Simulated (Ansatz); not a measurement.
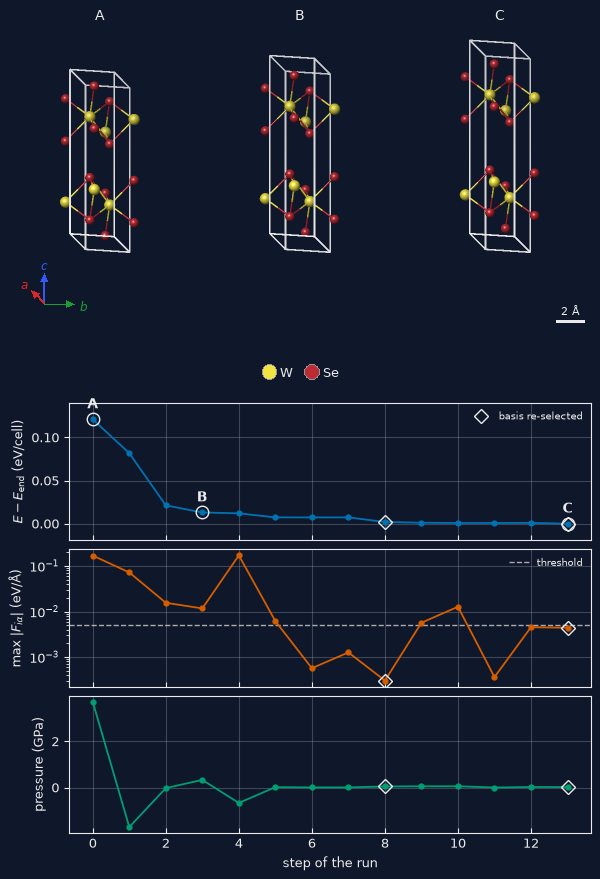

Frames of a relaxation of solid WSe2 (set up in P6_3/mmc), marked on the history of the run. The picture is a ball-and-stick view of the cell of the calculation, seen from a free direction.

These are results of DFT PBE, scalar-relativistic, plane waves, PAW in Ansatz 0.2.0, not measurements. Settings: plane-wave cutoff 420 eV; k-point mesh 12 × 12 × 2; occupations gaussian; smearing width 0.02 eV; no spin polarisation; cell and atoms relaxed; force threshold 0.005 eV/Å; at most 80 steps.

Q: What happens along the run?

A: The energy falls by 0.121 eV per cell of the calculation in 11 accepted moves (13 points after the start). The largest force component goes from 0.17 to 0.0044 eV/Å. The pressure goes from 3.71 to 0.02 GPa. The SCF was repeated twice at an unchanged geometry on a basis and grid sized afresh for the cell, which shifted the energy by 5.4 meV per cell of the calculation at most. The largest moves relative to the cell, 0.29 Å, are those of Se atoms. W stays in place. The volume changes by +19.8 %, with a = b 3.290 → 3.321 Å (+0.9 %), c 12.970 → 15.257 Å (+17.6 %). Some distances before and after: Se–W 2.531 → 2.548 Å. The space group stays P6_3/mmc (No. 194). From step 0 to 3: Se atoms move most (0.14 Å), volume +10.3 %, energy −0.108 eV per cell of the calculation. From step 3 to 13: Se atoms move most (0.14 Å), volume +8.6 %, energy −13.0 meV per cell of the calculation.

Limits of the set-up: layers or molecules are held without a dispersion correction, so their spacing is unreliable.
